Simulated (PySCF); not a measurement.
Molecule: SMILES C[Si](O)(O)O[Si](O)(O)O (CH8O6Si2), singlet. Atoms near the plane z = 1.2 Å, at the GFN2-xTB optimised geometry (x, y, z in Å): Si1 (0.1, 0.2, 0.0), O3 (1.7, 0.2, 0.0), O4 (-0.4, 1.7, 0.0), O5 (-0.4, -0.7, 1.3), Si6 (-1.8, -1.5, 1.6), C7 (-3.2, -0.2, 2.1), O9 (-2.2, -2.3, 0.3), H11 (2.2, -0.6, 0.2), H12 (-0.1, 2.3, 0.7), H14 (-3.2, 0.6, 1.4), H15 (-4.1, -0.7, 2.2).

Calculation: CAM-B3LYP/def2-SVP run with PySCF. Cells within 0.4 Å of a nucleus heavier than hydrogen are left out (blank, or x). The values are rescaled to run from 0 to 1.

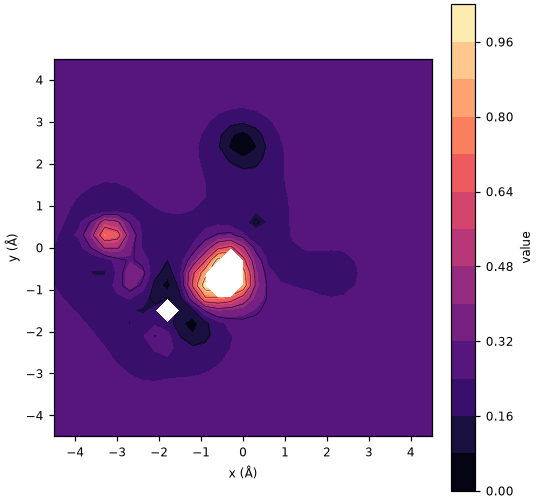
a field on the plane z = 1.2 Å.

### Question
Which quantity is mapped?
A) electrostatic potential
B) Laplacian of the electron density
C) deformation density (molecule minus spherical neutral atoms)
D) log10 of the electron density

### Answer
C, deformation density (molecule minus spherical neutral atoms). In full: deformation density (molecule minus spherical neutral atoms) (e/bohr³).
